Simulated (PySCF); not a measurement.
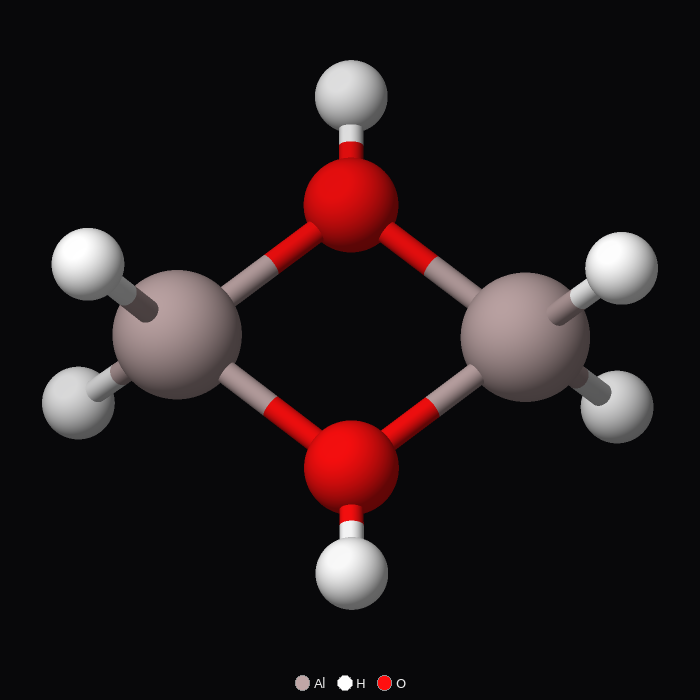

The picture comes from a calculation with PySCF.

Rendered structure (ball-and-stick style).

Give the formula.

Al2H6O2, 10 atoms: 2 aluminium, 6 hydrogen and 2 oxygen.

Count the bonded pairs by element.

4 Al–H, 4 Al–O, 2 O–H. Sticks follow a distance rule.
